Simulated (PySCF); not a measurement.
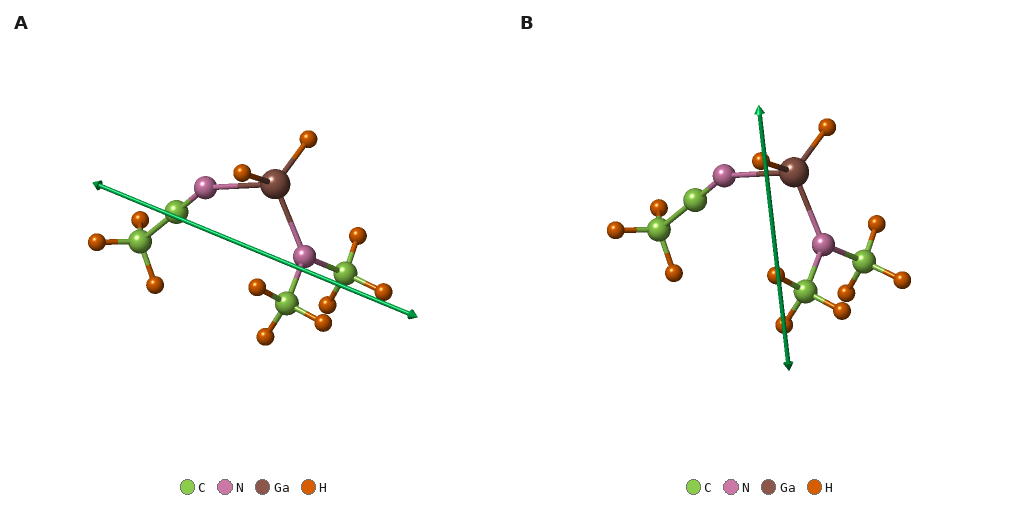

The double arrows show the directions of two transition dipoles from the ground state (lengths mean nothing). Computed geometry: GFN2-xTB optimisation. No frequency run is at hand to confirm it as a minimum. Method: TDDFT CAM-B3LYP/def2-SVPD, vertical, gas phase, core orbitals frozen in the response (PySCF 2.14.0).

**One belongs to singlet state 1 and one to singlet state 5. Which is which?**

A: state 1, 4.41 eV (281 nm), oscillator strength 0.044, of mixed character, with the largest part HOMO → LUMO+1 (weight 0.49).
B: state 5, 6.08 eV (204 nm), oscillator strength 0.026, of mixed character, with the largest part HOMO → LUMO+4 (weight 0.27).

The geometry is semi-empirical. Around Ga such bond lengths and angles can be off by a tenth of an ångström or more and by several degrees, and values that hang on the shape move with them.
